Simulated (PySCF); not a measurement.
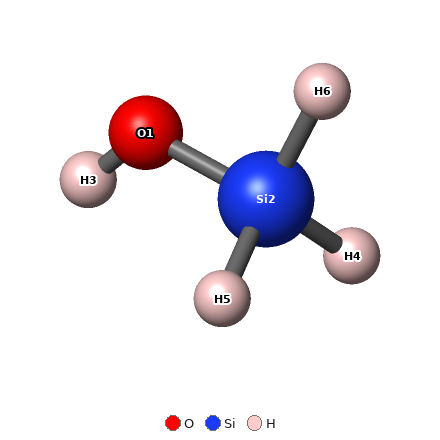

SiH₄O, SMILES O[SiH3]. Vertical core-electron binding energies by ΔSCF (SCAN, pcX-2 on the ionised atom, pcseg-1 elsewhere, spin-free X2C; PySCF, at a GFN2-xTB geometry (no frequency check)), gas phase, against the vacuum level. One atom of each kind was ionised; within a panel, areas follow the number of like atoms and 2j + 1 (2p levels are split by first-order spin-orbit coupling, an approximation), each panel is scaled alone, Gaussians of 0.8 eV full width. Only the regions named are shown. Lines closer than the width merge in the curve.

Predict the Si 2p and O 1s photoelectron lines.

Answer.
```tsv
level	atoms	binding energy (eV)
Si 2p1/2	Si2	108.1
Si 2p3/2	Si2	107.5
O 1s	O1	538.7
```

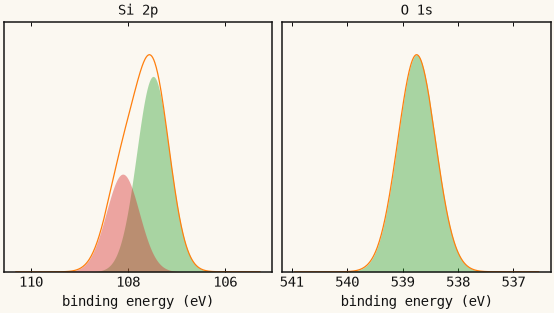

Note: the tight-binding geometry is rougher than a DFT one and adds to the error.
